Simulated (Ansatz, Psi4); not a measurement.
Computed against measured: atomisation enthalpy at 298 K

10 molecules without hydrogen; the atomisation enthalpy at 298 K in kJ/mol, computed less measured. Shapes, held fixed at every level: PBE0-D4/def2-TZVP. Thermal terms are harmonic and unscaled (PBE0-D4/def2-TZVP); the spin-orbit lowering of the free atoms is taken from their spectra. Programs: Ansatz 0.2.0, Psi4 1.11. Measured values: Active Thermochemical Tables, CRC Handbook of Chemistry and Physics, NIST-JANAF tables.

Levels: A = B3LYP/6-31G* (spherical functions); B = B3LYP-D4/def2-TZVPP; C = wB97M-V/def2-TZVPP; D = wB97X-V/def2-TZVPP.

```csv
molecule,from tabulated heats,A,B,C,D
Cl2 (chlorine),243,-50,-14,+3,-5
CuF (SMILES [F][Cu]),430,+19,-45,-23,-23
SF2 (sulfur difluoride),732,-57,-16,+9,+2
SO2 (sulfur dioxide),1072,-144,-36,-11,-20
AlClF2 (SMILES [F][Al]([F])[Cl]),1609,-75,-42,-11,-13
AsF3 (SMILES F[As](F)F),1326,-22,+13,+21,+40
B(BO)O (diboron dioxide),2095,+3,+3,+10,-12
BBr2Cl (SMILES ClB(Br)Br),1187,-44,-21,+1,-2
BF3 (boron trifluoride),1944,+5,-19,-1,-15
SO3 (sulfur trioxide),1420,-215,-44,-13,-14
```

Q: Sum up the errors.

A: 
```json
{"level": "B3LYP/6-31G* (spherical functions)", "kind": "global hybrid", "mean error": "-58.0", "mean absolute error": "63.4", "worst case": "SO3"}
{"level": "B3LYP-D4/def2-TZVPP", "kind": "global hybrid", "mean error": "-22.1", "mean absolute error": "25.3", "worst case": "CuF"}
{"level": "wB97M-V/def2-TZVPP", "kind": "range-separated hybrid", "mean error": "-1.5", "mean absolute error": "10.3", "worst case": "CuF"}
{"level": "wB97X-V/def2-TZVPP", "kind": "range-separated hybrid", "mean error": "-6.2", "mean absolute error": "14.6", "worst case": "AsF3"}
```

On this set wB97M-V/def2-TZVPP has the smallest mean absolute error and B3LYP/6-31G* (spherical functions) the largest. B3LYP/6-31G* (spherical functions) is too low in 7 of 10; B3LYP-D4/def2-TZVPP is too low in 8 of 10; wB97X-V/def2-TZVPP is too low in 8 of 10. The heats of CuF, SF2, AlClF2 come from older tables and can be uncertain by 10 kJ/mol or more. The molecules' own spin-orbit binding is left out, so errors for heavy halides read too negative. The tabulated values of AsF3, B(BO)O, BBr2Cl, BF3 are in doubt (older tables, estimates, or at odds with other calculations) and kept here. Over the 6 molecules whose values aren't doubted the mean absolute errors are A 93.3; B 32.8; C 11.7; D 12.8. Relativity is left out for As, Br, Cu. The set is small.

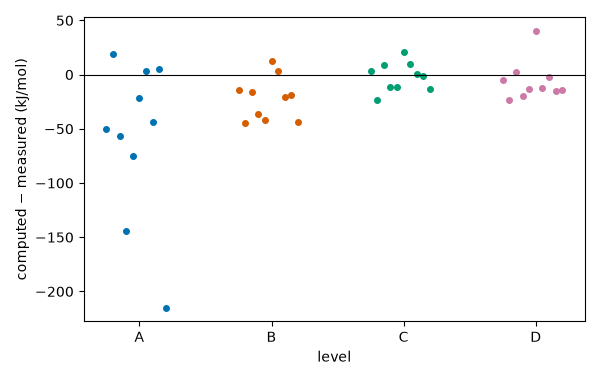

Errors of each level, one point a molecule.
